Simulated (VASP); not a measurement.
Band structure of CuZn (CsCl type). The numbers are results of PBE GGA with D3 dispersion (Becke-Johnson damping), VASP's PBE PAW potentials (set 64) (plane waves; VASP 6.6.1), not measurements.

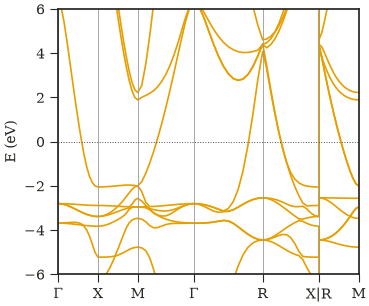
Figure. Bands along high-symmetry lines, zero at the valence-band maximum or, without a gap, the Fermi level

Read the plot: is there a gap, and where are the band edges?

It has no gap at this level: it comes out as a metal or semimetal. (Edges off the drawn lines would not show.)

The compound is CuZn in the CsCl type structure. It was relaxed first. The electron count is odd and the run is not spin-polarised, which forces a metal.
